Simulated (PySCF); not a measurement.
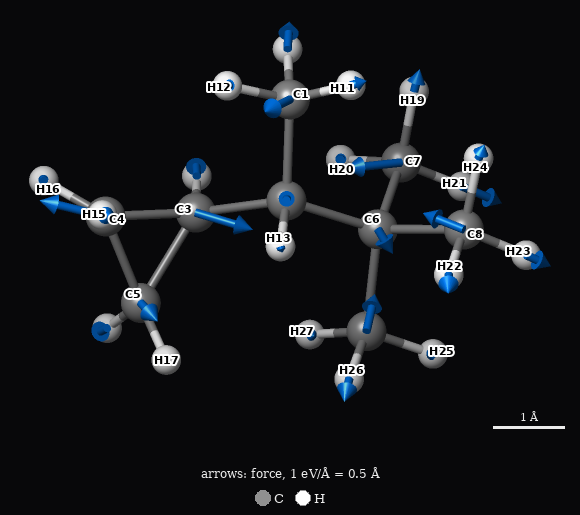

Starting geometry of C9H18 with the computed forces as blue arrows. Style: ball-and-stick. Shown at a tilt.

The start comes from GFN2-xTB. Its atoms were then displaced at random by about 0.01 Å.

All numbers below come from PySCF 2.14.0, density-fitted response routines, PBE0-D3(BJ)/def2-SVP geometry optimisation, gas phase. 

Question: Is this structure relaxed? If not, where do the atoms go?

Answer: It isn't relaxed: the largest force vector, on a C atom, is 1.97 eV/Å. The final displacements follow the starting forces only in part (cosine between the two patterns 0.48). The largest move after the best rigid fit is that of an H atom, 0.056 Å. Largest moves by element: H 0.056 Å, C 0.046 Å. Near-neighbour distances that change, for instance: C–C 1.451 → 1.502 Å, C–H 1.062 → 1.101 Å, C–C 1.477 → 1.499 Å, C–C 1.509 → 1.528 Å. Bond angles that change, for instance: H–C–H 110.2° → 114.0°, C–C–H 120.8° → 117.5°, H–C–H 104.9° → 107.6°. After 3 geometry steps the energy has fallen by 0.229 eV.
